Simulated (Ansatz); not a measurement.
**CAM-B3LYP/STO-3G run of InH2F (SMILES [H][In]([H])[F])**

Aim: the vertical ionisation energy of InH2F at CAM-B3LYP/STO-3G, from 2 runs. 

The calculation is run with Ansatz 0.2.0.

58 further runs of the same task are left out: 2 that didn't finish, 56 set aside as unsound or not needed.

### 1 The structure to begin with

InH2F: 4 atoms, total charge 0, spin state singlet. SMILES: `[H][In]([H])[F]`. The shape comes from GFN2-xTB, which is rough for such elements, and wasn't checked as a minimum.

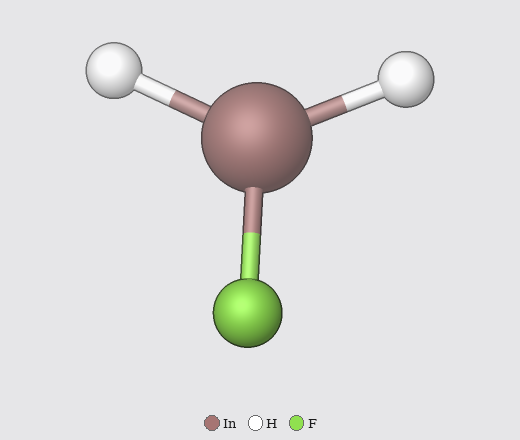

Viewed from a chosen angle; indium brown, hydrogen white, fluorine green.

### 2 The energy at CAM-B3LYP/STO-3G

run.yaml

```yaml
basis:
  gaussian:
    orbitals: STO-3G
crystal:
  periodic: [false, false, false]
  atoms:
    - {symbol: In, position_ang: [0.069180, 0.117330, -0.000190]}
    - {symbol: H, position_ang: [1.751200, -0.073770, 0.013580]}
    - {symbol: H, position_ang: [-0.891440, 1.509340, -0.018860]}
    - {symbol: F, position_ang: [-0.928940, -1.552910, 0.005460]}
hamiltonian:
  xc: {name: CAM-B3LYP}
accuracy: high
```

Command:

```bash
$ ansatz run run.yaml --threads 1 --pin off --max-ram 2610MiB --events-out events.jsonl --progress --plain --runs-dir runs
```

Output:

```text
Warning: RAYON_NUM_THREADS=1 ignored (pool sized by the plan → 1); use --threads N
Functional definition: CAM-B3LYP
  name "CAM-B3LYP"
  parameter alpha = 0.19
  parameter beta = 0.46
  parameter omega = 0.33/bohr
  parameter ac = 0.81
  exchange = (1 - alpha - beta)*b88_x + beta*b88_x_sr(omega) + alpha*exact_x + beta*exact_x_lr(omega)
  correlation = (1 - ac)*vwn5_c + ac*lyp_c
623 factors; integrals over basis functions are off by at most 4.0e-9 eV
140 factors; integrals over basis functions are off by at most 8.7e-10 eV
mean field evaluation 1: about -157404.3205 eV, gradient 1.8e1 eV
mean field evaluation 2: about -157400.0347 eV, gradient 4.6e1 eV
mean field evaluation 4: about -157406.4188 eV, gradient 3.5e-1 eV
mean field evaluation 8: about -157406.3651 eV, gradient 1.9e-2 eV
mean field evaluation 16: about -157406.3651 eV, gradient 3.6e-7 eV
mean field -157406.36510656 eV, -5784.5772237996 hartree, gradient 3.9e-8 eV, S^2 0.000000; 0 other end points of the search recorded, 0 dependent functions left out
reference -157406.36511860 eV, -5784.5772242422 hartree; 30, 30 occupied and 4, 4 virtual orbitals, 623 factors
Total energy: -157406.36511860 eV, -5784.5772242422 hartree
```

Run time: 1.8 s. Hardware: 1 thread of Arm Neoverse V2, shared host; peak memory 0.12 GiB.

### 3 The doublet cation

run.yaml: that of step 2 with these lines changed.

```diff
@@ -1,4 +1 @@
-basis:
-  gaussian:
-    orbitals: STO-3G
 crystal:
@@ -10,2 +7,9 @@
     - {symbol: F, position_ang: [-0.928940, -1.552910, 0.005460]}
+basis:
+  gaussian:
+    orbitals: STO-3G
+total_charge: 1
+magnetization:
+  spin_polarized: true
+  initial_magnetization: 1
 hamiltonian:
```

Command:

```bash
$ ansatz run run.yaml --threads 1 --pin off --max-ram 2610MiB --events-out events.jsonl --progress --plain --runs-dir runs
```

Output, shortened:

```text
Warning: RAYON_NUM_THREADS=1 ignored (pool sized by the plan → 1); use --threads N
[... 2 set-up lines as earlier in the session ...]
[...]
622 factors; integrals over basis functions are off by at most 4.0e-9 eV
140 factors; integrals over basis functions are off by at most 8.7e-10 eV
[...]
mean field -157399.08374130 eV, -5784.3096385620 hartree, gradient 3.3e-8 eV, S^2 0.756914; 4 other end points of the search recorded, 0 dependent functions left out
reference -157399.08375328 eV, -5784.3096390022 hartree; 30, 29 occupied and 4, 5 virtual orbitals, 622 factors
Total energy: -157399.08375328 eV, -5784.3096390022 hartree
```

Wall time 3.9 s (1 thread of Arm Neoverse V2, shared host); peak memory 0.17 GiB.

### 4 Summary of results

At CAM-B3LYP/STO-3G:

| quantity | value |
| --- | --- |
| singlet InH2F: total energy | -5784.57722 Eh |
| doublet cation: total energy | -5784.30964 Eh |
| doublet cation: ⟨S²⟩ | 0.757 |
| vertical ionisation energy (to the doublet cation) | 7.281 eV |

What this shows: Removing an electron at fixed nuclei costs 7.28 eV (703 kJ/mol). In a minimal basis such a difference can be off by several eV, whatever the method. Relativity is left out (singlet InH2F) although the molecule holds a heavy atom. Relativity is left out (doublet cation) although the molecule holds a heavy atom.
